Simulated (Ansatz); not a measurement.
# Decaying states in the gap of CsH3SeO, part 3 of 3

Aim: relax a made-up compound, CsH3SeO, and see how good a tunnel barrier it would be. It is built by putting Se for part of the O in the CsH3O2 structure of space group Amm2, with the volume rescaled by atomic radii. The parent structure comes from the Materials Project.

Ansatz 0.2.0; LDA DFT, plane waves, PAW files (the session's first sound run).

So far, gap on path (eV): step 3 (the bulk crystal and its band edges) 2.29.

The structure was built from a prototype and need not be the compound's stable phase.

### Step 6. A check of the settings: output.transmission.temperature = 600.0

This step: LDA DFT, plane waves, PAW files; complex bands by layer matching along the plane's normal; changed: output.transmission.temperature = 600.0 (Ansatz 0.2.0).

This run repeats an earlier one, its twin (the complex run, plane (010)), with one setting changed (output.transmission.temperature; files written aside). It is meant to test how the leads' temperature enters. Where the input is shown as a difference, that is against the step before, not the twin.

Input file input.yaml:

```yaml
crystal:
  lattice:
    - [8.981237763, 0.0, 0.0]
    - [0.0, 4.539638071, 0.0]
    - [4.490618882, 0.0, 2.574852795]
  atoms:
    - { symbol: Cs, position: [0.0143586438, 0.0, 0.0] }
    - { symbol: H, position: [0.5603860689, 0.5, 0.0] }
    - { symbol: H, position: [0.5598351248, 0.5, 0.3597354206] }
    - { symbol: H, position: [0.9195705454, 0.5, 0.6402645794] }
    - { symbol: O, position: [0.679663529, 0.5, 0.0] }
    - { symbol: Se, position: [0.3474374281, 0.5, 0.0] }
kpoints:
  mp_grid: { grid: [10, 6, 10] }
scf:
  occupations: { method: fixed }
hamiltonian:
  xc: lda
output:
  eigenvalues: true
  transmission:
    leads: [[0, 0]]
    kpoints: [[0.0, 0.0], [0.5, 0.0]]
    e_range: [-1.0, 3.29]
    de: 0.11
    temperature: 600.0
```

Command:

```
> ansatz run input.yaml --threads 2 --pin off --max-ram 4096MiB --backend cpu --events-out ev --progress --plain --runs-dir out
```

Numbers of over 12 decimals in the logs are rounded to 6 here.

Output:

```text
[...]
Crystal: 6 atoms, lattice volume = 104.981 Å³
Basis set: ecut = 420 eV, 2073 PW (Γ)
Bands: 23, of which v1, the nominal top of the filled ones, is band 17 counted from 1 (16 counted from 0)
Symmetry: 4 space group operations
[...]
k-points: 124 of 600 (time reversal used)
[...]
SCF iter   1: F=—  HF=-11492.786390 eV  |F-HF|=—  |Δ(HF+E_count)|=         —  Δρ=9.07e-3  dr2=1.13e-1  ethr=1.77e-3  ⟨swp⟩=4.1  Hψ=12040  notcnv=0  defer=486
[...]
SCF iter   7: F=-11492.748770 eV  HF=-11492.748770 eV  |F-HF|=1.39e-8  |Δ(HF+E_count)|=   7.70e-7  Δρ=8.45e-6  dr2=7.93e-8  ethr=2.94e-10  ⟨swp⟩=8.5  Hψ=14383  notcnv=0
SCF 1 converged in 7 iterations: F = -11492.748770 eV  dr2 = 7.93e-8
[...]
transmission: 4 of 8 steps passed
transmission: 8 of 8 steps passed
SCF converged after 7 iterations
Free energy (F): -11492.748770 eV
[...]
Internal energy: -11492.748770 eV  (E = F + TS)
E sigma→0 (E₀):  -11492.748770 eV
Fermi energy:    4.230632 eV
[...]
--- Band table (eV; the first three rows and the last of 124) ---
  k-point 0: bands = [... 13 lower, -0.0954, 2.8775, 2.8846, 4.2306, 6.5176, 7.1514, 9.7897, 9.8552, ... 2 higher]
  k-point 1: bands = [... 13 lower, -0.1077, 2.4926, 2.9661, 4.1330, 7.2291, 7.4331, 9.1223, 9.9643, ... 2 higher]
  k-point 2: bands = [... 13 lower, -0.1283, 2.0410, 3.0891, 3.9313, 7.5715, 8.3520, 8.7385, 10.1125, ... 2 higher]
  k-point 123: bands = [... 13 lower, -0.2744, 2.4419, 2.9907, 3.0375, 8.0992, 8.4363, 9.3562, 9.4048, ... 2 higher]
--- Transmission ---
  basis      : 357 plane waves across, 4 finite elements along
  points     : 2, as listed
[...]
channels       : 0.000000e0 a spin
[...]
slowest decay  : 0.2422 /Å at (0.0000, 0.0000)
```

The job ended after 89 s (2 threads of Arm Neoverse V2, shared host; peak memory 1.1 GiB; 3 min of CPU time).

Numbers from this step:

```
free energy                                               : -11492.7488 eV
decay constant at the filling level, zone centre          : 0.2422 Å⁻¹
decay constant at the filling level, slowest listed point : 0.2422 Å⁻¹
```

K parallel (0, 0); values up to 1.5 1/Å, a degenerate pair printed once or twice; energies at which all values exceed this have no row. Im kz of the slowest decaying states against energy, zero at the highest filled level on the SCF mesh:

| energy (eV) | decay 1 (Å⁻¹) | decay 2 (Å⁻¹) | decay 3 (Å⁻¹) | decay 4 (Å⁻¹) |
| --- | --- | --- | --- | --- |
| -1.000 | 0.179 | 0.218 | 0.501 | 0.774 |
| -0.450 | 0.0989 | 0.246 | 0.326 | 0.370 |
| -0.010 | 0.265 | 0.397 | 0.408 | 0.420 |
| 0.540 | 0.265 | 0.423 | 0.444 | 0.469 |
| 0.980 | 0.248 | 0.418 | 0.459 | 0.549 |
| 1.530 | 0.206 | 0.395 | 0.447 | 0.471 |
| 1.970 | 0.142 | 0.362 | 0.396 | 0.398 |
| 2.520 | 0.264 | 0.279 | 0.297 | 0.488 |
| 2.960 | 0.202 | 0.466 | 0.573 | 0.612 |

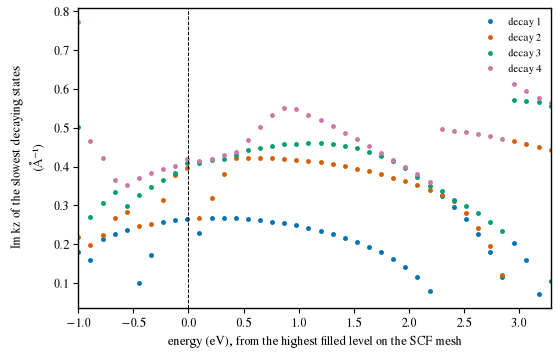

Im kz of the slowest decaying states against energy.

K parallel (0.5, 0); values up to 1.5 1/Å, a degenerate pair printed once or twice; energies at which all values exceed this have no row. Im kz of the slowest decaying states against energy, zero at the highest filled level on the SCF mesh:

| energy (eV) | decay 1 (Å⁻¹) | decay 2 (Å⁻¹) | decay 3 (Å⁻¹) | decay 4 (Å⁻¹) |
| --- | --- | --- | --- | --- |
| -1.000 | 0.274 | 0.580 | 0.831 | 0.907 |
| -0.450 | 0.247 | 0.349 | 0.369 | 0.764 |
| -0.010 | 0.318 | 0.395 | 0.397 | 0.713 |
| 0.540 | 0.406 | 0.412 | 0.508 | 0.651 |
| 0.980 | 0.403 | 0.403 | 0.566 | 0.601 |
| 1.530 | 0.371 | 0.385 | 0.533 | 0.605 |
| 1.970 | 0.326 | 0.361 | 0.472 | 0.621 |
| 2.520 | 0.229 | 0.312 | 0.381 | 0.630 |
| 2.960 | 0.247 | 0.281 | 0.630 | 0.687 |

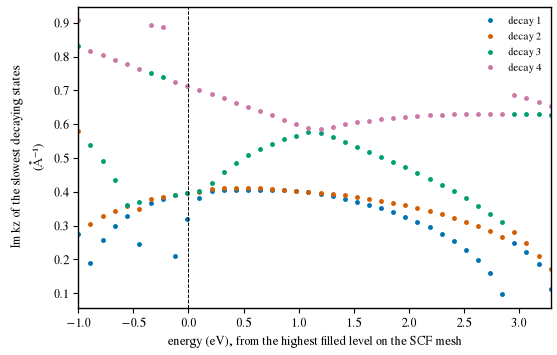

Im kz of the slowest decaying states against energy.

The temperature enters the conductance and not T(E) itself. No conductance was computed here for it to change.

### Step 7. Summary of results

```json
{
  "band gap": "2.29 eV",
  "least decay constant at mid-gap, normal to (010)": "0.242 Å⁻¹",
  "least decay constant at mid-gap, normal to (001)": "0.242 Å⁻¹"
}
```

**Reading.** With LDA, the slowest decay at the wavevectors tried is κ = 0.242 Å⁻¹, normal to (010). Through such a film the transmission near mid-gap falls as exp(−2κd), a factor of ten every 4.8 Å. The directions tried decay at nearly the same rate. A free electron under a barrier of half the gap would need a mass of 0.20 mₑ to decay at this rate. The compound is made up by substitution; its stability against other phases and against distortions of the cell's symmetry was not tested. A semilocal functional narrows gaps, so real decay constants are likely larger.

[Logs are printed without paths, hosts, clocks, repeated set-up lines and the standing remarks that a program may print on its own settings, such as how far it seeks lower states.]

[Hosts, paths, dates, database ids (printed as entryN), source tags and the programs' standing remarks are cut or masked in the printed files.]

[New means built here by substitution; the compound itself may be known and measured.]
